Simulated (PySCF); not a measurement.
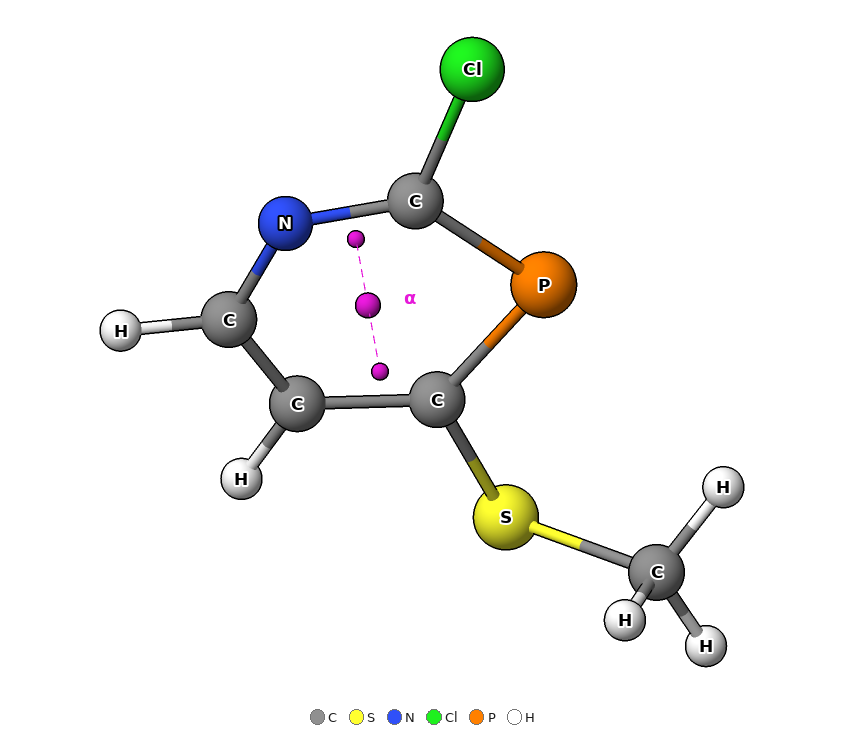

The small points mark where nucleus-independent chemical shifts (NICS) were computed: at the centre of each lettered ring and 1 Å above and below it. Geometry: an image of a reaction path computed with GFN2-xTB, not a minimum. Properties computed with GIAO PBE0/pcSseg-1 NMR shielding, non-relativistic, gas phase (PySCF 2.14.0).

Give NICS(0), NICS(1) and the out-of-plane component NICS(1)zz for each ring (means of the two sides).

```csv
ring,members,NICS(0),NICS(1),NICS(1)zz
α,C4NP,−5.9,−9.1,−20.5
```

Values in ppm.

What do the values say about the ring currents?

Ring α: diatropic, as in an aromatic ring. NICS is one index among several.
